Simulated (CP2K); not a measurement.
Consider mercaptopyrazine at its PBE geometry (Å).

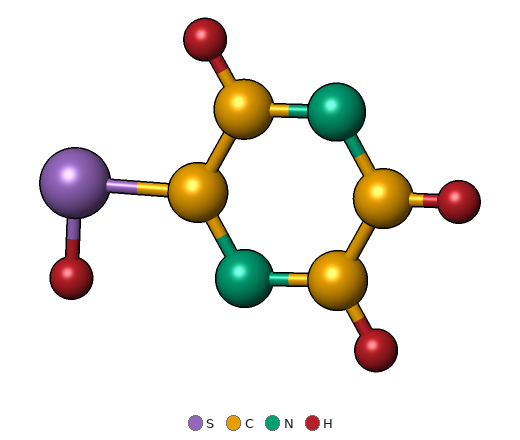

The molecule (sulfur purple, carbon orange, nitrogen teal, hydrogen red).

```xyz
11

S     2.7401   -0.1299   -0.2556
C     0.9819   -0.0876   -0.0953
C     0.2594   -1.3021   -0.0962
N    -1.0704   -1.3308    0.0234
C    -1.6865   -0.1378    0.1457
C    -0.9710    1.0598    0.1435
N     0.3681    1.1000    0.0230
H     2.8569    1.2151   -0.1823
H     0.7722   -2.2621   -0.1959
H    -2.7730   -0.1475    0.2482
H    -1.4779    2.0227    0.2415
```

Method: CP2K XAS_TDP, all-electron GAPW, PBEh(45%), aug-cc-pVDZ, TDA, GW2X-corrected core level, ZORA, spin–orbit coupling.

Q: Where do the S L₂,₃-edge lines lie, and how strong are they?

Leading lines: S1 168.35 eV. The leading line of an atom is its first one with 35 % of the strongest within 2.5 eV of its lowest line over the strength cut. Core ionisation energies at this level: S1 171.39/171.50/172.56 eV; the 2p½ level lies 1.12 eV above the 2p3/2 pair.

The first six lines of each atom with a strength over 0.0003:

| atom | energy (eV) | states | strength, one atom | above the computed threshold |
| --- | --- | --- | --- | --- |
| S1 (bonded to C and H) | 166.99 | 1 | 0.0017 |  |
|  | 167.25 | 1 | 0.0014 |  |
|  | 168.08 | 1 | 0.0012 |  |
|  | 168.35 | 1 | 0.0032 |  |
|  | 168.61 | 1 | 0.0010 |  |
|  | 168.73 | 4 | 0.0061 |  |

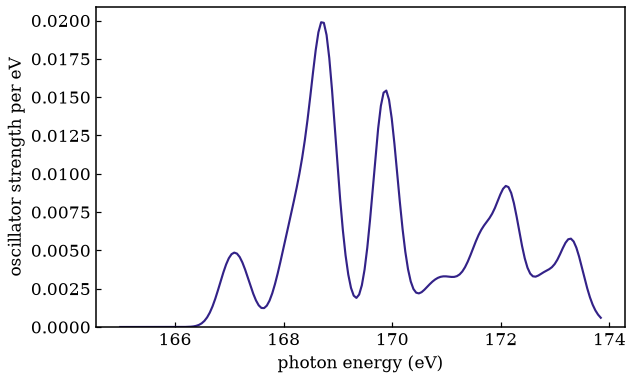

All atoms added, broadened by 0.5 eV.

Lines are vertical, at one geometry, with no vibrational structure. GW2X ionisation energies and lines can be off by 1 to 2 eV either way, and a good line position may hide errors that cancel. Rydberg lines, and the discretised continuum above threshold, depend on the basis and the box.

[Banner, clock and machine lines of the logs are left out without a mark of their own.]

[Logs are printed without paths, hosts, clocks, repeated set-up lines and the standing remarks that a program may print on its own settings, such as how far it seeks lower states.]

[Hosts, paths, dates, database ids (printed as entryN), source tags and the programs' standing remarks are cut or masked in the printed files.]
